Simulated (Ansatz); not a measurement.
# Si3N4 (P6_3/m): band gap by G0W0 on PBE

Wanted: the gap of Si3N4 (P6_3/m) with a many-body correction, and the time that it takes.

Program: Ansatz 0.2.0. Level of theory: PBE, then G0W0 on it, plane waves, PAW. Results are calculated unless marked as measured.

## (1) The starting structure

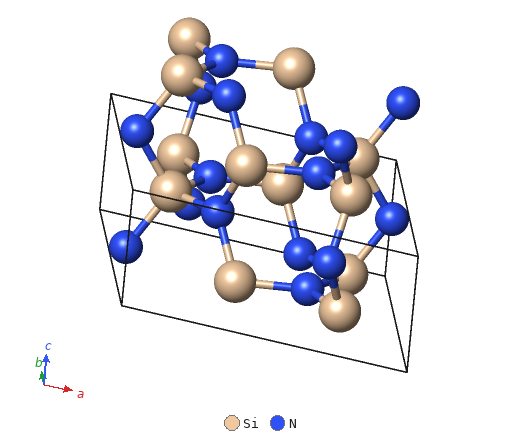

The starting structure, seen slightly off an axis (silicon light orange, nitrogen blue). 1×1×2 cells are drawn.

Coordinates:

```
Si N
1.0
     7.60440    0.00000    0.00000
    -3.80220    6.58560    0.00000
     0.00000    0.00000    2.90630
Si N
6 8
Direct
  0.76848 0.17456 0.25000
  0.59392 0.76848 0.75000
  0.82544 0.59392 0.25000
  0.23152 0.82544 0.75000
  0.40608 0.23152 0.25000
  0.17456 0.40608 0.75000
  0.03050 0.33024 0.25000
  0.70026 0.03050 0.75000
  0.66976 0.70026 0.25000
  0.96950 0.66976 0.75000
  0.29974 0.96950 0.25000
  0.33024 0.29974 0.75000
  0.66667 0.33333 0.25000
  0.33333 0.66667 0.75000
```

The cell and positions come from the Crystallography Open Database and are kept as given unless a step says otherwise.

## (2) Bands along the symmetry lines

Levels along a band path and on the mesh show where this functional puts the band edges.

This step: DFT, PBE, plane waves, PAW; PAW set soft_1.

input.yaml

```yaml
crystal:
  lattice:
    - [7.6044, 0.0, 0.0]
    - [-3.8022, 6.5856035805, 0.0]
    - [0.0, 0.0, 2.9063]
  atoms:
    - { symbol: Si, position: [0.768477, 0.174557, 0.25] }
    - { symbol: Si, position: [0.59392, 0.768477, 0.75] }
    - { symbol: Si, position: [0.825443, 0.59392, 0.25] }
    - { symbol: Si, position: [0.231523, 0.825443, 0.75] }
    - { symbol: Si, position: [0.40608, 0.231523, 0.25] }
    - { symbol: Si, position: [0.174557, 0.40608, 0.75] }
    - { symbol: "N", position: [0.0305, 0.33024, 0.25] }
    - { symbol: "N", position: [0.70026, 0.0305, 0.75] }
    - { symbol: "N", position: [0.66976, 0.70026, 0.25] }
    - { symbol: "N", position: [0.9695, 0.66976, 0.75] }
    - { symbol: "N", position: [0.29974, 0.9695, 0.25] }
    - { symbol: "N", position: [0.33024, 0.29974, 0.75] }
    - { symbol: "N", position: [0.6666666667, 0.3333333333, 0.25] }
    - { symbol: "N", position: [0.3333333333, 0.6666666667, 0.75] }
kpoints:
  mp_grid: { grid: [6, 6, 8] }
  band_path:
    path:
      - [[0.0, 0.0, 0.0], [0.5, 0.0, 0.0], [0.33333333, 0.33333333, 0.0], [0.0, 0.0, 0.0], [0.0, 0.0, 0.5], [0.5, 0.0, 0.5], [0.33333333, 0.33333333, 0.5], [0.0, 0.0, 0.5]]
      - [[0.5, 0.0, 0.5], [0.5, 0.0, 0.0]]
      - [[0.33333333, 0.33333333, 0.5], [0.33333333, 0.33333333, 0.0]]
    npoints: 10
hamiltonian:
  xc: pbe
  pseudopotentials: { kind: paw, azcp: { folder: soft_1 } }
scf:
  occupations: { method: fermi_dirac, width: 0.02 }
  n_extra_bands: 8
output:
  eigenvalues: true
  forces: true
  stress: true
  write_density: true
  write_potential: true
  elf: true
  volumetric_format: npy
```

The run is started by

```sh
> ansatz run input.yaml --threads 2 --pin off --max-ram 73728MiB --backend cuda --events-out ev --progress --plain --runs-dir out --devices 1 --max-vram 13GiB
```

Numbers of over 12 decimals in the logs are rounded to 6 here.

What it wrote:

```text
scf.n_extra_bands = 8 over 32 filled bands (N_el = 64.0): the run solves 40 bands
GPUs: using 1 of 1 available (devices: 1).
Engine: ansatz 0.2.0, x86_64-unknown-linux-gnu
Pseudopotentials: kind: paw
Pseudopotential: Si, paw, valence charge 4, recommended cutoff 420 eV (normal), soft_1/Si.paw.azcp
Pseudopotential: N, paw, valence charge 5, recommended cutoff 420 eV (normal), soft_1/N.paw.azcp
Functional definition: PBE
  parameter kappa = 0.804
  parameter beta = 0.066725
  exchange = pbe_x(kappa = kappa, mu = beta*pi^2/3)
  correlation = pbe_c(beta = beta)
device memory: the entry about to start is reckoned to put 3.8 GiB on a device that reports 78.5 GiB free (of which the cap on the GPU budget leaves the run 13.0 GiB)
GPU FFT provider: cuFFT
GPU libraries: cuBLAS 13.8.2, cuFFT 12.4.0, cuSOLVER 12.3.4
Crystal: 14 atoms, lattice volume = 145.546 Å³
Basis set: ecut = 420 eV, 2823 PW (Γ), exchange–correlation on 108×108×40 points (8 copies of the dense FFT grid, shifted against one another)
Bands: 40, of which v1, the nominal top of the filled ones, is band 32 counted from 1 (31 counted from 0)
Symmetry: 12 space group operations
Space group: P63/m (ITA 176), of the structure as read, at distance tolerance 5.3e-5 Å
k-points: 40 of 288
Non-local potential: Si, projectors of the file, l = 0: 2, l = 1: 2, l = 2: 1
Non-local potential: N, projectors of the file, l = 0: 2, l = 1: 2, l = 2: 1
PAW form: soft (Blöchl's): semilocal exchange-correlation on the pseudo side does not see the compensation charge
PAW one-centre angular grid: Si, 110 points (default); XC on 64 Gauss nodes
PAW one-centre angular grid: N, 110 points (default); XC on 64 Gauss nodes
Initial density: superposition of atomic densities (chi_scale 0.1, normalization cell, long waves kept (reshape's long-wave potential 0.02 eV rms))
Initial wavefunctions: pseudopotential atomic-orbital guess
GPU buffer pool allocated for 58320 grid points (all kernels)
GPU transforms: local potential and band sums: pruned to the plane-wave sphere, on 54×54×20
Functional: x = pbe(κ = 0.804, μ = 0.219515), c = pbe(β = 0.066725)
SCF iter   1: F=—  HF=-6913.319779 eV  |F-HF|=—  |Δ(HF+E_count)|=         —  Δρ=1.57e-1  dr2=3.72e1  ethr=3.10e-3  ⟨swp⟩=9.6  Hψ=8612  notcnv=0
preconditioner: auto → Resta (q_TF=auto, 2.379 Å⁻¹)  ε∞=3.8  [insulator: Δε(μ)=6.028 eV  Ē_g=14.665 eV  σ=0.020 eV  W_gap=1.00  n_scr=32 (ndim 8)  ℏωp=24.6 eV  f_vac=0.009  D(μ)=0.00/eV (n_scr^D=0)  ε∞_Penn≈3.8]
SCF iter   2: F=—  HF=-6902.067466 eV  |F-HF|=—  |Δ(HF+E_count)|=    1.13e1  Δρ=4.98e-2  dr2=2.20e0  ethr=3.10e-3  ⟨swp⟩=3.8  Hψ=4731  notcnv=0  defer=80
SCF iter   3: F=—  HF=-6901.781375 eV  |F-HF|=—  |Δ(HF+E_count)|=   2.86e-1  Δρ=2.49e-2  dr2=5.08e-1  ethr=3.10e-3  ⟨swp⟩=2.0  Hψ=2069  notcnv=0  defer=80
SCF iter   4: F=—  HF=-6901.765116 eV  |F-HF|=—  |Δ(HF+E_count)|=   1.63e-2  Δρ=2.23e-3  dr2=9.47e-3  ethr=7.94e-4  ⟨swp⟩=2.5  Hψ=1783  notcnv=0  defer=80
SCF iter   5: F=—  HF=-6901.773254 eV  |F-HF|=—  |Δ(HF+E_count)|=   8.14e-3  Δρ=1.53e-3  dr2=3.46e-3  ethr=1.48e-5  ⟨swp⟩=3.5  Hψ=3414  notcnv=0  defer=80
SCF iter   6: F=—  HF=-6901.773255 eV  |F-HF|=—  |Δ(HF+E_count)|=   1.41e-6  Δρ=4.38e-4  dr2=3.28e-4  ethr=5.41e-6  ⟨swp⟩=2.4  Hψ=2856  notcnv=0  defer=80
SCF iter   7: F=—  HF=-6901.773445 eV  |F-HF|=—  |Δ(HF+E_count)|=   1.90e-4  Δρ=9.59e-5  dr2=2.09e-5  ethr=5.13e-7  ⟨swp⟩=2.0  Hψ=2871  notcnv=0  defer=80
SCF iter   8: F=—  HF=-6901.773300 eV  |F-HF|=—  |Δ(HF+E_count)|=   1.46e-4  Δρ=2.33e-5  dr2=9.34e-7  ethr=3.27e-8  ⟨swp⟩=2.0  Hψ=2934  notcnv=0  defer=80
SCF iter   9: F=-6901.773302 eV  HF=-6901.773302 eV  |F-HF|=3.06e-8  |Δ(HF+E_count)|=   2.19e-6  Δρ=3.32e-6  dr2=1.44e-8  ethr=1.56e-10  ⟨swp⟩=21.2  Hψ=15499  notcnv=0
SCF 1 converged in 9 iterations: F = -6901.773302 eV  dr2 = 1.44e-8
  greatest PAW one-centre occupation: 0.794 electrons in one spin orbital (limit 2), on the N atom at site 13 (counted from 0), in its partial waves of l = 0
device memory: the entry about to start is reckoned to put 1.6 GiB on a device that reports 68.3 GiB free (of which the cap on the GPU budget leaves the run 13.0 GiB)
NSCF: frozen V_eff on 93 k-points
SCF converged after 9 iterations
Free energy (F): -6901.773302 eV
Harris-Foulkes:  -6901.773302 eV  (|F-HF|=3.06e-8)
Internal energy: -6901.773302 eV  (E = F + TS)
E sigma→0 (E₀):  -6901.773302 eV
Fermi energy:    10.455246 eV
--- Per-component energies (eV) ---
  E_band       = 63.664656
  E_kinetic    = 1336.089886
  E_local      = -2029.849319  (includes V_loc(G=0)·N_el)
  E_nonlocal   = 405.761607
  E_hartree    = 718.923536
  E_xc         = -828.786198
  E_vxc        = -908.741552  (∫ρ·V_xc dr)
  E_paw        = -4098.967889  (= ΣΔE_a)
  E_vpaw       = -177.450926  (= ΣTr[D̂ρ^β])
  E_aug_tail   = 0.007443  (compensation charges beyond the density's cutoff)
  E_ewald      = -2404.952369
  E_smearing   = -0.000000  (= −TS)
  E_closure    = -0.000000  (closes the sum)
  Σ components = -6901.773302   (vs F -6901.773302, Δ=0.00e0)
--- Forces (eV/Å), atoms counted from 1 ---
  atom   1  Si    -0.02579105     0.00371796    -0.00000000
  atom   2  Si    -0.01611537    -0.02047672     0.00000000
  atom   3  Si     0.00967568    -0.02419468     0.00000000
  atom   4  Si     0.02579105    -0.00371796     0.00000000
  atom   5  Si     0.01611537     0.02047672    -0.00000000
  atom   6  Si    -0.00967568     0.02419468    -0.00000000
  atom   7  N     -0.01913362    -0.04170167     0.00000000
  atom   8  N      0.02654789    -0.03742103     0.00000000
  atom   9  N      0.04568151     0.00428063     0.00000000
  atom  10  N      0.01913362     0.04170167    -0.00000000
  atom  11  N     -0.02654789     0.03742103    -0.00000000
  atom  12  N     -0.04568151    -0.00428063    -0.00000000
  atom  13  N      0.00000000    -0.00000000    -0.00000000
  atom  14  N     -0.00000000     0.00000000     0.00000000
  max |Σ_I F_I| component: 6.07e-18 eV/Å
--- Stress (GPa, compression-positive) ---
        5.495584       0.000002       0.000000
       -0.000002       5.495584       0.000000
        0.000000       0.000000       5.618006
  P = ⅓ Tr σ = 5.5364 GPa (55.364 kbar)
--- Band table (eV; the first three rows and the last of 40) ---
  k-point 0: bands = [... 28 lower, 7.0062, 7.8339, 7.8925, 8.0987, 12.6201, 13.0358, 13.1907, 13.1907, ... 4 higher]
  k-point 1: bands = [... 28 lower, 7.0359, 7.2088, 7.3952, 8.2785, 13.6569, 13.7512, 14.0454, 14.0454, ... 4 higher]
  k-point 2: bands = [... 28 lower, 6.7145, 6.9681, 6.9681, 8.2227, 13.9975, 13.9975, 14.8643, 15.0379, ... 4 higher]
  k-point 39: bands = [... 28 lower, 6.8861, 6.8861, 7.1763, 7.1763, 13.3283, 13.3283, 14.1445, 14.1445, ... 4 higher]
```

The job ended after 11 s (1 × NVIDIA H100 80GB HBM3 (shared by 6 runs) with 2 threads of AMD EPYC 7R13 (Zen 3), shared host; peak memory 0.99 GiB; 4.6 s of CPU time).

This step gave:

* pressure: 5.536 GPa
* filled bands: 32
* gap: 4.327 eV
* valence top at: k = (0.000, 0.000, 0.150)
* conduction bottom at: Γ
* least direct gap: 4.521 eV

Over mesh and path the gap is 4.327 eV, from k = (0.000, 0.000, 0.150) to k = Γ. The least direct gap found is 4.521 eV, at k = Γ. On the 6×6×8 mesh alone the same run gives 4.342 eV, so that mesh misses an edge of PBE: 4.342 − 4.327 = +0.015 eV. The pressure in this cell is 6 GPa; the cell is kept.

The electronic bands at the labelled points (eV, zero at the top of the highest nominally filled band):

| point | band 29 | band 30 | band 31 | band 32 | band 33 | band 34 | band 35 | band 36 |
| --- | --- | --- | --- | --- | --- | --- | --- | --- |
| Γ | -1.29 | -0.46 | -0.40 | -0.19 | 4.33 | 4.74 | 4.90 | 4.90 |
| M | -1.36 | -0.78 | -0.33 | -0.25 | 4.62 | 4.72 | 4.88 | 5.29 |
| K | -1.15 | -1.15 | -0.28 | -0.28 | 4.70 | 4.85 | 4.85 | 5.57 |
| Γ | -1.29 | -0.46 | -0.40 | -0.19 | 4.33 | 4.74 | 4.90 | 4.90 |
| A | -1.63 | -1.63 | -1.34 | -1.34 | 4.72 | 4.72 | 4.72 | 4.72 |
| L | -1.51 | -1.51 | -1.05 | -1.05 | 4.80 | 4.80 | 5.86 | 5.86 |
| H | -1.41 | -1.41 | -1.12 | -1.12 | 5.04 | 5.04 | 5.85 | 5.85 |
| A | -1.63 | -1.63 | -1.34 | -1.34 | 4.72 | 4.72 | 4.72 | 4.72 |
| jump to L | -1.51 | -1.51 | -1.05 | -1.05 | 4.80 | 4.80 | 5.86 | 5.86 |
| M | -1.36 | -0.78 | -0.33 | -0.25 | 4.62 | 4.72 | 4.88 | 5.29 |
| jump to H | -1.41 | -1.41 | -1.12 | -1.12 | 5.04 | 5.04 | 5.85 | 5.85 |
| K | -1.15 | -1.15 | -0.28 | -0.28 | 4.70 | 4.85 | 4.85 | 5.57 |

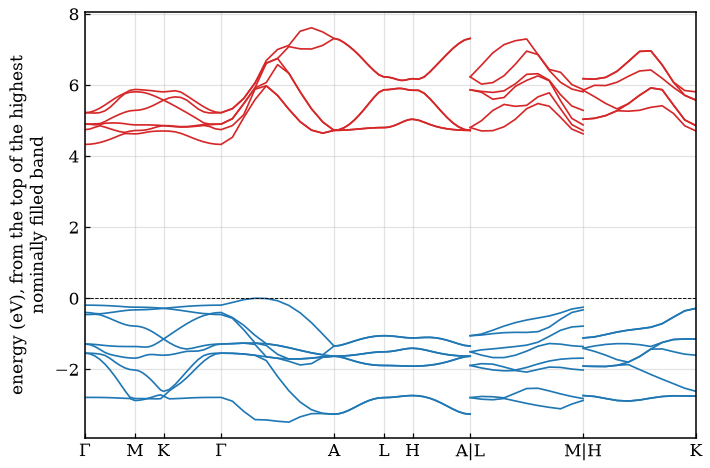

Electronic bands along the path; lines of filled and empty bands in two colours.

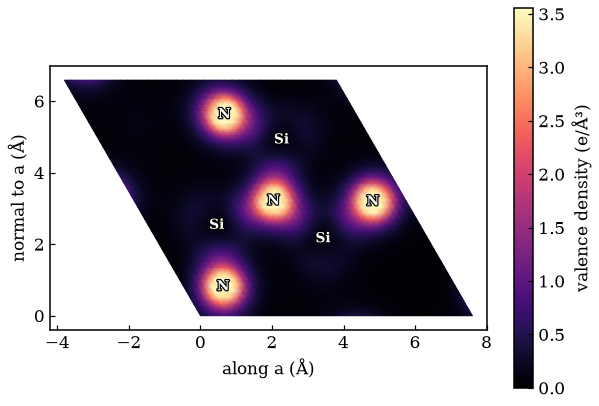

Valence density in the ab plane at fractional z = 0.250, with atoms of Si and N within 0.2 Å of it. It is the smooth field of the valence electrons, not physical close to the nuclei. The map starts off the cell's origin, so that atoms lie inside it.

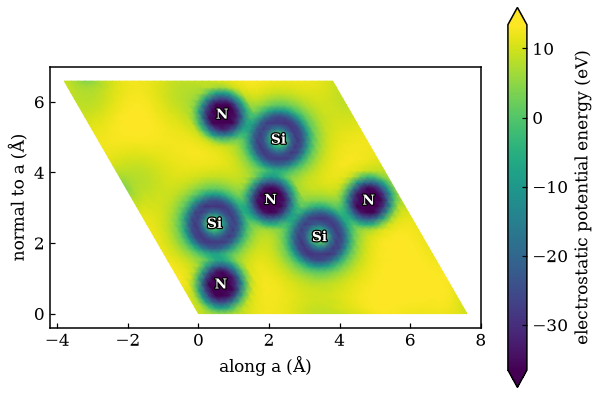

Electrostatic potential energy in the ab plane at fractional z = 0.250, with atoms of Si and N within 0.2 Å of it. With pseudopotentials it is smooth inside the atoms' cores, unlike the true potential. The map starts off the cell's origin, so that atoms lie inside it.

(Part 1 of 2 ends here.)

[Paths, hosts, dates, memory and timing lines, banners, echoed tables and standing remarks are left out of the program output.]

[Logs are printed without paths, hosts, clocks, repeated set-up lines and the standing remarks that a program may print on its own settings, such as how far it seeks lower states.]

[Runs of the session that timed out or met a known fault of the program may be left out.]

[Cells called generated may have been cut or substituted from an entry of the Crystallography Open Database or the Materials Project.]

[Hosts, paths, dates, database ids (printed as entryN), source tags and the programs' standing remarks are cut or masked in the printed files.]

[Where an RPA ε∞ is given, it is that of the G0W0 mesh and is not shown converged in it. Names of k-points follow the symmetry that the program found, which can be lower than the space group named. Band edges on a path are those of the sampled points; other points can move an edge, and change direct to indirect where valleys lie close.]

[Hybrid gaps are those of their k-mesh and are not shown converged in it.]
